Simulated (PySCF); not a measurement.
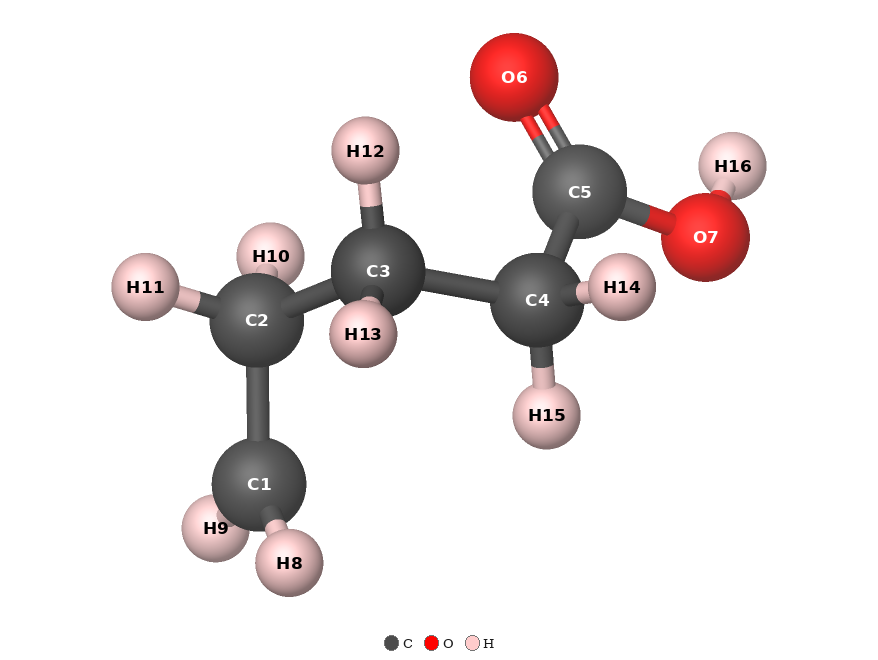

Charge 0, doublet. The computed structure is the end point of a GFN2-xTB optimisation. No frequency run is at hand to confirm it as a minimum. Method: UKS B3LYP, pcH-1 on C H O, non-relativistic (PySCF 2.14.0). Fermi-contact and spin-dipolar terms alone, no spin-orbit part.

Question: Which nucleus has the largest dipolar (anisotropic) hyperfine coupling?

Answer: 13C at C1: principal values −81.0, −80.3, 161.3 MHz.

List the isotropic and dipolar parts for the most strongly coupled nuclei, one of each equivalent set.

```csv
atom,isotope,a_iso (MHz),dipolar part (MHz)
C1,13C,91.7,"−81.0, −80.3, 161.3"
H9,1H,−62.6,"−39.2, −0.2, 39.3"
H8,1H,−61.0,"−39.2, 0.0, 39.3"
H15,1H,0.3,"−6.2, −3.8, 10.0"
H10,1H,42.7,"−4.9, −4.5, 9.5"
H11,1H,163.5,"−6.1, −2.7, 8.8"
H13,1H,−1.7,"−3.0, −2.8, 5.7"
H12,1H,−2.6,"−2.4, −1.6, 4.0"
```
